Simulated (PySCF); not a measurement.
```yaml
atoms:
  - { symbol: F, position_ang: [3.0746, -1.3069, 0.6774] }
  - { symbol: B, position_ang: [2.4960, -0.2956, 0.0442] }
  - { symbol: F, position_ang: [3.3647, 0.5656, -0.4753] }
  - { symbol: C, position_ang: [0.9855, -0.0944, -0.0610] }
  - { symbol: C, position_ang: [0.0584, -1.0207, 0.2838] }
  - { symbol: C, position_ang: [-1.3925, -0.7093, 0.1004] }
  - { symbol: C, position_ang: [-1.5939, 0.7846, -0.1964] }
  - { symbol: Si, position_ang: [0.1311, 1.4155, -0.7337] }
  - { symbol: H, position_ang: [0.3266, -2.0004, 0.6522] }
  - { symbol: H, position_ang: [-1.7629, -1.3095, -0.7377] }
  - { symbol: H, position_ang: [-1.9579, -1.0271, 0.9806] }
  - { symbol: H, position_ang: [-2.3899, 0.9334, -0.9217] }
  - { symbol: H, position_ang: [-1.8987, 1.3077, 0.7120] }
  - { symbol: H, position_ang: [0.5583, 2.7567, -0.3469] }
```

Geometry: GFN2-xTB.

These are results of UKS B3LYP, pcH-1 on B C F H Si, non-relativistic, mean-field spin-orbit, GIAO (PySCF 2.14.0, density-fitted response routines), not measurements.

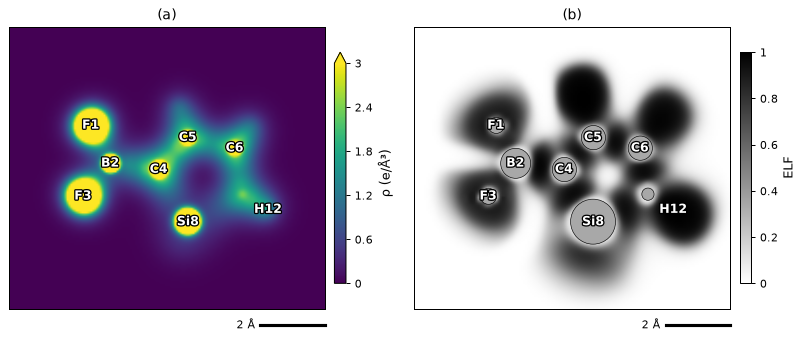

C$_{4}$H$_{6}$BF$_{2}$Si (SMILES FB(F)C1=CCC[SiH]1) (doublet). (a) total electron density; (b) electron localisation function on the plane of atoms F3, B2 and C4. Grey discs cover the atomic cores in the ELF map.

What does the map show?

Answer. Atoms in the plane: F, B, C, Si and H.
B–F (1.33 Å): the density is about 2.2 e/Å³ at the midpoint; the ELF peaks at about 0.85 between the atoms (a shared but strongly polarised pair).
C–C (1.36 Å): ρ is about 2.2 e/Å³ halfway; the ELF peaks at about 0.95 between the atoms (a covalent bond).
C–B (1.53 Å): the density is about 1.5 e/Å³ at the midpoint; the ELF peaks at about 1 between the atoms (a covalent bond).
C–Si (1.86 Å): the density is about 0.94 e/Å³ at the midpoint; the ELF peaks at about 0.95 between the atoms, as expected for localised, covalent bonding.
C–C (1.50 Å): ρ at the midpoint is about 1.7 e/Å³; the ELF peaks at about 0.95 between the atoms; a covalent bond.
The ELF also peaks beside F3 and F1, away from the bonds: non-bonding electrons, paired or unpaired.
